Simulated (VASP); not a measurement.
Band structure of CsI (CsCl type). Computed with MS2 meta-GGA, VASP's PBE PAW potentials (set 64) (plane waves; VASP).

Unless said otherwise, spin-orbit coupling is left out, though it shifts the bands of the heavy elements here.

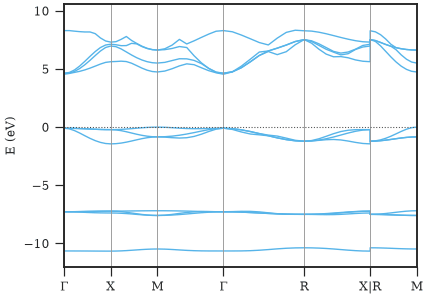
Fig. 1. Bands along high-symmetry lines, zero at the valence-band maximum or, without a gap, the Fermi level

Read the plot: is there a gap, and where are the band edges?

The gap is indirect, 4.55 eV, from the valence maximum at M to the conduction minimum at Γ.

Measured: gap 6.20 eV (computed value off by -1.65 eV), as given by Aguado et al., (1998), arXiv:cond-mat/9809176.

The compound is CsI in the CsCl type structure. It was relaxed first.
